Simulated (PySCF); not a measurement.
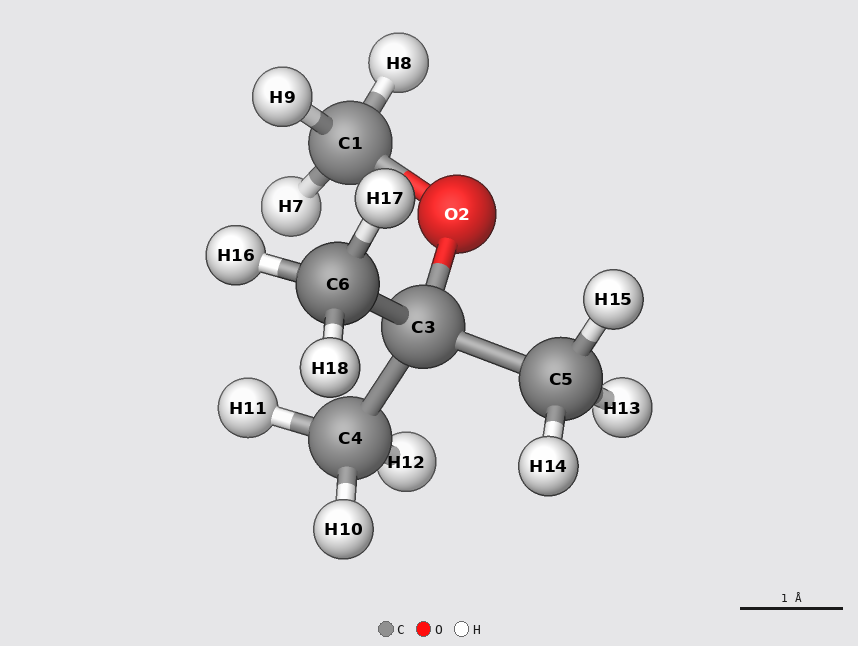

Atoms carry their numbers in the input. The geometry was computed by an optimisation with GFN2-xTB. No frequency run is at hand to confirm it as a minimum.

Give these bond angles: O2–C1–H8, O2–C1–H7, C1–O2–C3, O2–C3–C5, O2–C3–C4, C4–C3–C6, C4–C3–C5, C3–C5–H14, C3–C5–H13, C3–C4–H11, C3–C4–H12, C3–C4–H10.

```tsv
angle	degrees
O2–C1–H8	105.4
O2–C1–H7	112.4
C1–O2–C3	117.8
O2–C3–C5	103.7
O2–C3–C4	111.8
C4–C3–C6	110.0
C4–C3–C5	109.6
C3–C5–H14	110.7
C3–C5–H13	109.6
C3–C4–H11	111.4
C3–C4–H12	109.9
C3–C4–H10	109.6
```
